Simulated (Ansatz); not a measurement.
# SiH3 radical (SMILES [SiH3]): single points off equilibrium

How do the functionals fare away from a minimum? The structure is a structure displaced at random from a GFN2-xTB minimum.

The runs use Ansatz 0.2.0, Gaussian basis; single points in def2-TZVPP.

Correlated methods freeze the cores. Orbitals are unrestricted. B3LYP uses VWN-RPA correlation.

## Step 1: Starting geometry

4 atoms, charge 0, spin multiplicity 2.

Atoms are counted from 1 here; the program's logs count them from 0.

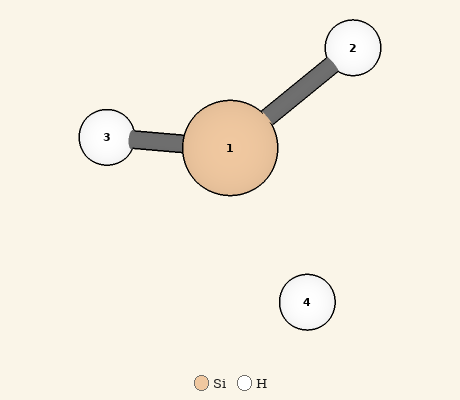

The starting geometry (silicon light orange, hydrogen white); atoms are numbered from 1 in the order of the file.

Coordinates:

```tsv
atom	x (Å)	y (Å)	z (Å)
Si1	0.28950	-0.21770	-0.11790
H2	0.73270	0.81600	1.15460
H3	-0.40310	-1.42350	0.00350
H4	-0.64640	1.02090	-1.19040
```

## Step 2: CCSD(T)/def2-TZVPP

Contents of run/in.yaml:

```yaml
crystal:
  periodic: [false, false, false]
  atoms:
    - {symbol: Si, position_ang: [0.289500, -0.217700, -0.117900]}
    - {symbol: H, position_ang: [0.732700, 0.816000, 1.154600]}
    - {symbol: H, position_ang: [-0.403100, -1.423500, 0.003500]}
    - {symbol: H, position_ang: [-0.646400, 1.020900, -1.190400]}
basis:
  gaussian: {orbitals: def2-TZVPP}
magnetization: {spin_polarized: true, initial_magnetization: 1}
correlation: {method: ccsd_t}
scf: {omitted_lower_state_checks: [cluster_reference]}
output: {forces: true}
```

No record of the launch command was kept for these runs.

## Step 3: PBE0-D4/def2-TZVPP

run/in.yaml, as its differences from that of step 2:

```diff
@@ -10,4 +10,3 @@
 magnetization: {spin_polarized: true, initial_magnetization: 1}
-correlation: {method: ccsd_t}
-scf: {omitted_lower_state_checks: [cluster_reference]}
-output: {forces: true}
+hamiltonian: {xc: pbe0, dispersion: d4}
+output: {forces: true, orbitals: {seedname: orbitals}}
```

## Step 4: wB97M-V/def2-TZVPP

run/in.yaml, as its differences from that of step 3:

```diff
@@ -10,3 +10,3 @@
 magnetization: {spin_polarized: true, initial_magnetization: 1}
-hamiltonian: {xc: pbe0, dispersion: d4}
-output: {forces: true, orbitals: {seedname: orbitals}}
+hamiltonian: {xc: {name: wB97M-V}}
+output: {forces: true}
```

## Step 5: r2SCAN-D4/def2-TZVPP

run/in.yaml, as its differences from that of step 4:

```diff
@@ -10,3 +10,3 @@
 magnetization: {spin_polarized: true, initial_magnetization: 1}
-hamiltonian: {xc: {name: wB97M-V}}
+hamiltonian: {xc: r2scan, dispersion: d4}
 output: {forces: true}
```

## Step 6: PBE-D4/def2-TZVPP

run/in.yaml, as its differences from that of step 5:

```diff
@@ -10,3 +10,3 @@
 magnetization: {spin_polarized: true, initial_magnetization: 1}
-hamiltonian: {xc: r2scan, dispersion: d4}
+hamiltonian: {xc: pbe, dispersion: d4}
 output: {forces: true}
```

## Step 7: B3LYP-D4/def2-TZVPP

run/in.yaml, as its differences from that of step 6:

```diff
@@ -10,3 +10,3 @@
 magnetization: {spin_polarized: true, initial_magnetization: 1}
-hamiltonian: {xc: pbe, dispersion: d4}
+hamiltonian: {xc: {name: B3LYP}, dispersion: d4}
 output: {forces: true}
```

## Step 8: LC-wPBE/def2-TZVPP

run/in.yaml, as its differences from that of step 7:

```diff
@@ -10,3 +10,3 @@
 magnetization: {spin_polarized: true, initial_magnetization: 1}
-hamiltonian: {xc: {name: B3LYP}, dispersion: d4}
+hamiltonian: {xc: {name: LC-wPBE}}
 output: {forces: true}
```

(Steps that only read results are left out.)

Before running it: what results should come out? Wanted: energy less free atoms, CCSD(T)/def2-TZVPP; RMS force component; RMS force error; HOMO and LUMO, PBE0-D4; T1 diagnostic.

As calculated:

| quantity | value |
| --- | --- |
| energy less free atoms, CCSD(T)/def2-TZVPP | -804.4 kJ/mol |
| RMS force component | 2.008 to 2.178 eV/Å over the methods |
| RMS force error | PBE0-D4 0.044, wB97M-V 0.042, r2SCAN-D4 0.028, PBE-D4 0.143, B3LYP-D4 0.056, LC-wPBE 0.126 eV/Å |
| HOMO and LUMO, PBE0-D4 | -6.50 and -2.71 eV |
| T1 diagnostic | 0.018 |

**Reading.** Against CCSD(T) the functionals' energies less atoms differ by -30.6 to +0.5 kJ/mol, PBE-D4 by -13.9 kJ/mol. CCSD(T) in triple zeta still lacks some correlation energy of the bonds, so part of these gaps is its own basis error and they don't rank the functionals. The forces of r2SCAN-D4 come nearest to CCSD(T), those of PBE-D4 are farthest. Frozen-core CCSD(T) forces in triple zeta carry basis errors of their own, and this is one geometry, so small gaps rank nothing.
